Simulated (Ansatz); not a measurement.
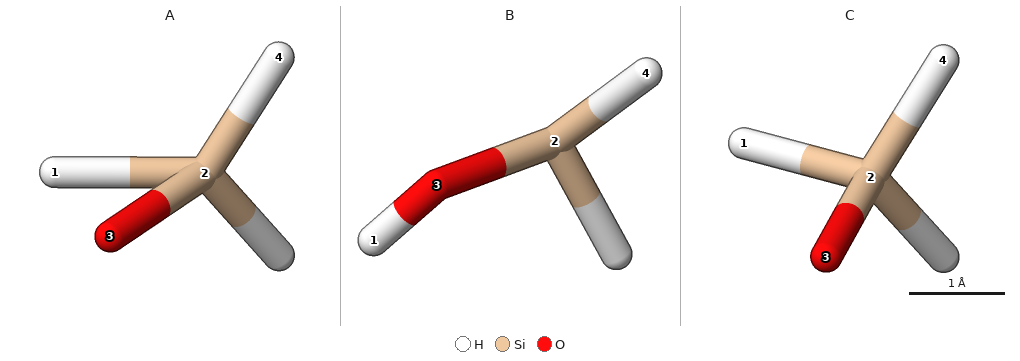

Three geometries of SiH3O (multiplicity 2): a saddle point and the two minima that it joins, in shuffled order. The picture is a stick view, seen at a tilt. Sticks join atoms that are closer than about 1.2 times the sum of their covalent radii (a little more with hydrogen).

Stationary points at PBE0-D4/def2-TZVP, single-point energies with CCSD(T)/CBS, r2SCAN-D4, BLYP-D4, BHLYP-D4 (def2-TZVPP where no basis is named; Ansatz 0.2.0). The energies are electronic, without zero-point or thermal terms, and both ends are the minima reached downhill from the saddle, with any fragments still in contact. CCSD(T)/CBS stands for a frozen-core estimate: MP2 correlation extrapolated from def2-TZVPP and def2-QZVPP, CCSD(T) minus MP2 from the smaller set.

> Which frame is the transition state, what reaction does it lead through, and what barrier is to be expected?

Frame A is the saddle point. From C over the saddle to B, a bond forms: H–O (2.43 → 1.41 → 0.96 Å). A bond breaks: H–Si (1.49 → 1.58 → 2.26 Å). The saddle has one imaginary mode, 1528i cm⁻¹. With CCSD(T)/CBS the barrier is 18.7 kcal/mol from C and 47.7 kcal/mol from B, and B lies 29.0 kcal/mol below C. By Pauling bond orders of the changing bonds the saddle lies closer to C, the higher end, as Hammond's postulate suggests.

```tsv
level	barrier from C (kcal/mol)	barrier from B (kcal/mol)	B less C (kcal/mol)
CCSD(T)/CBS	18.7	47.7	−29.0
r2SCAN-D4	16.5	43.5	−26.9
BLYP-D4	16.4	41.5	−25.1
BHLYP-D4	26.8	49.0	−22.2
```

Against CCSD(T)/CBS, r2SCAN-D4 comes closest on the barrier from C (−2.2 kcal/mol) and BHLYP-D4 misses most (+8.1 kcal/mol).
